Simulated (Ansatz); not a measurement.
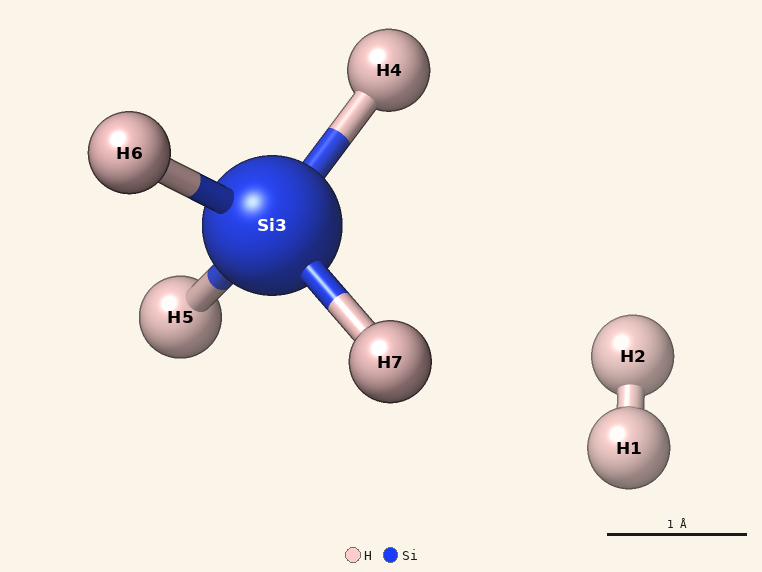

The picture comes from a calculation with Ansatz.

Orthographic view. Distant atoms are faded towards the background colour. Geometry: a pair of rigid molecules at a changed separation.

List all interatomic distances (Å) as a matrix.

```tsv
atom	H1	H2	Si3	H4	H5	H6	H7
H1	0.00						
H2	0.75	0.00					
Si3	3.68	3.68	0.00				
H4	3.60	3.33	1.48	0.00			
H5	3.50	3.52	1.48	2.42	0.00		
H6	5.16	5.16	1.48	2.42	2.42	0.00	
H7	3.34	3.59	1.48	2.42	2.42	2.42	0.00
```
